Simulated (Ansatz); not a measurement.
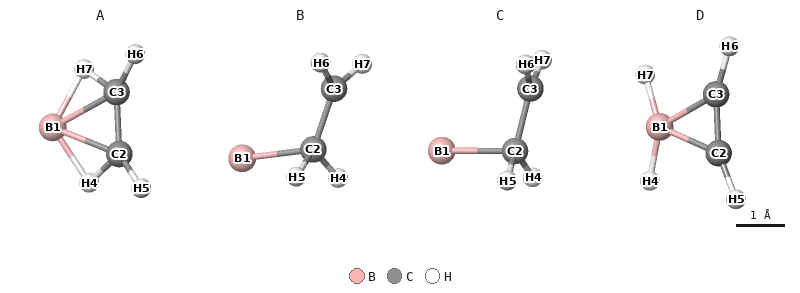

4 geometries from a converged minimum-energy path of C$_{2}$H$_{4}$B (charge +1), shuffled. Style: ball-and-stick. Shown at a tilt.

These are results of RKS PBE0-D4/def2-SVPD (Ansatz), not measurements. Settings: 9 movable images; climbing image; force threshold 0.05 eV/Å; iteration limit 60; starting path through a guess of the saddle point.

### Which of them lies highest in energy?

A. In order along the path, whose images run from 0 to 10: D (image 3, +1.00 eV), A (image 5, +3.70 eV), C (image 9, +2.96 eV), B (image 10, +2.84 eV). A hydrogen atom shifts from one atom to another. Breaking: B1–H4 (1.19 → 1.41 at the top → 2.08 Å). Forming: C2–H4 (2.62 → 1.23 at the top → 1.11 Å).
